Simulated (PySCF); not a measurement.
Breaking a bond: SH (anion, charge -1), singlet.

Methods: UHF/aug-cc-pVTZ (PySCF); RKS-B3LYP/6-31G* = restricted B3LYP/6-31G*, spherical d in PySCF 2.14.0; RCCSD = CCSD on RHF/aug-cc-pVTZ, 5 core orbitals frozen run with PySCF 2.14.0.

Energies are in kJ/mol, each relative to the lowest point of its own curve near equilibrium.

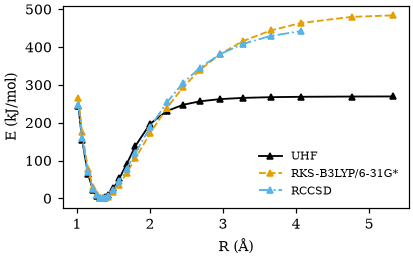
Fig. 1. Energy against bond length for each method.

```json
[
 {"R / Å": "1.02", "UHF": "243.6", "RKS-B3LYP/6-31G*": "266.7", "RCCSD": "247.8"},
 {"R / Å": "1.07", "UHF": "155.6", "RKS-B3LYP/6-31G*": "174.4", "RCCSD": "159.9"},
 {"R / Å": "1.15", "UHF": "64.8", "RKS-B3LYP/6-31G*": "77.7", "RCCSD": "68.6"},
 {"R / Å": "1.22", "UHF": "21.9", "RKS-B3LYP/6-31G*": "30.3", "RCCSD": "24.8"},
 {"R / Å": "1.27", "UHF": "6.3", "RKS-B3LYP/6-31G*": "11.5", "RCCSD": "8.2"},
 {"R / Å": "1.32", "UHF": "0.1", "RKS-B3LYP/6-31G*": "2.1", "RCCSD": "0.9"},
 {"R / Å": "1.35", "UHF": "0.0", "RKS-B3LYP/6-31G*": "0.0", "RCCSD": "0.0"},
 {"R / Å": "1.39", "UHF": "3.3", "RKS-B3LYP/6-31G*": "0.6", "RCCSD": "2.1"},
 {"R / Å": "1.43", "UHF": "9.8", "RKS-B3LYP/6-31G*": "4.4", "RCCSD": "7.4"},
 {"R / Å": "1.50", "UHF": "27.0", "RKS-B3LYP/6-31G*": "16.7", "RCCSD": "22.1"},
 {"R / Å": "1.58", "UHF": "52.9", "RKS-B3LYP/6-31G*": "36.7", "RCCSD": "44.8"},
 {"R / Å": "1.68", "UHF": "90.5", "RKS-B3LYP/6-31G*": "67.0", "RCCSD": "78.0"},
 {"R / Å": "1.80", "UHF": "138.6", "RKS-B3LYP/6-31G*": "106.4", "RCCSD": "120.1"},
 {"R / Å": "2.00", "UHF": "197.0", "RKS-B3LYP/6-31G*": "171.7", "RCCSD": "187.5"},
 {"R / Å": "2.23", "UHF": "230.8", "RKS-B3LYP/6-31G*": "239.2", "RCCSD": "253.8"},
 {"R / Å": "2.45", "UHF": "247.3", "RKS-B3LYP/6-31G*": "293.4", "RCCSD": "304.3"},
 {"R / Å": "2.68", "UHF": "256.6", "RKS-B3LYP/6-31G*": "339.1", "RCCSD": "345.1"},
 {"R / Å": "2.96", "UHF": "262.5", "RKS-B3LYP/6-31G*": "381.6", "RCCSD": "381.3"},
 {"R / Å": "3.27", "UHF": "265.7", "RKS-B3LYP/6-31G*": "415.6", "RCCSD": "408.5"},
 {"R / Å": "3.65", "UHF": "267.6", "RKS-B3LYP/6-31G*": "443.9", "RCCSD": "429.3"},
 {"R / Å": "4.07", "UHF": "268.6", "RKS-B3LYP/6-31G*": "463.8", "RCCSD": "442.4"},
 {"R / Å": "4.76", "UHF": "269.3", "RKS-B3LYP/6-31G*": "479.9", "RCCSD": "—"},
 {"R / Å": "5.33", "UHF": "269.5", "RKS-B3LYP/6-31G*": "483.9", "RCCSD": "—"}
]
```

At the longest distance, 5.33 Å, RKS-B3LYP/6-31G* lies highest above its minimum (483.9 kJ/mol) and UHF lowest (269.5 kJ/mol).

Dashes: no converged value, or the column stops at the first point that the program doubted or that broke a chosen test of continuity, which isn't proof of a fault.

The unrestricted determinant behind UHF is spin-contaminated at 2.00 to 5.33 Å (<S²> up to 1.0, against 0.00 for a pure singlet). Where the anion isn't bound against loss of the electron, the finite basis alone holds it. The restricted form behind RKS-B3LYP/6-31G* keeps the bonding electrons paired and can't separate into open-shell fragments. The T1 diagnostic of CCSD on the restricted reference of RCCSD exceeds 0.045 at 2.45 to 5.33 Å.
